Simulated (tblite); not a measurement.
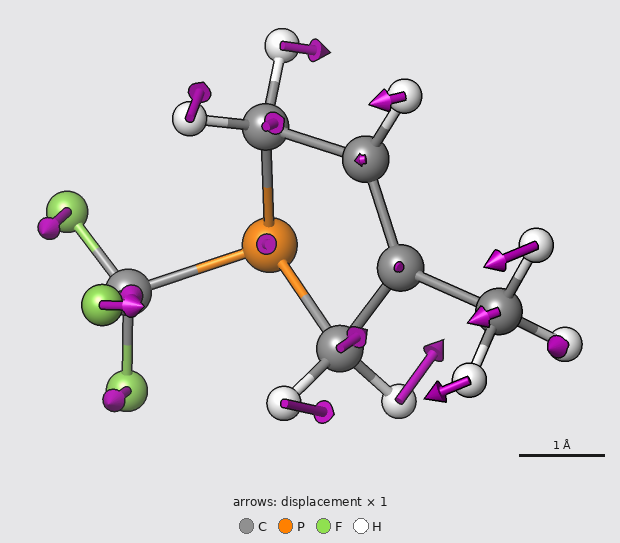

A relaxation of C6H8F3P. The starting structure is drawn; purple arrows show the displacements, at their true length. The two geometries are superimposed by the best rigid fit.

Style: ball-and-stick. Shown from a free direction.

The calculation used GFN2-xTB geometry optimisation, gas phase in tblite. 

### What happened in the run?

The largest move after the best rigid fit is that of an H atom, 1.05 Å. Largest moves by element: H 1.05 Å, F 0.97 Å, C 0.60 Å, P 0.33 Å. Some distances before and after: C–P 1.761 → 1.897 Å, C–P 1.815 → 1.860 Å, C–C 1.345 → 1.323 Å, C–C 1.490 → 1.509 Å. Bond angles that change, for instance: C–C–P 98.1° → 106.8°, P–C–F 107.8° → 116.1°, C–C–P 98.1° → 106.2°. Groups turn about C–P by about 40°, C–P by about 40°, C–C by about 25°. The energy falls by 21.5 kcal/mol in 79 geometry steps. Cost: 0.64 s on 1 thread of Arm Neoverse V1 (shared host).
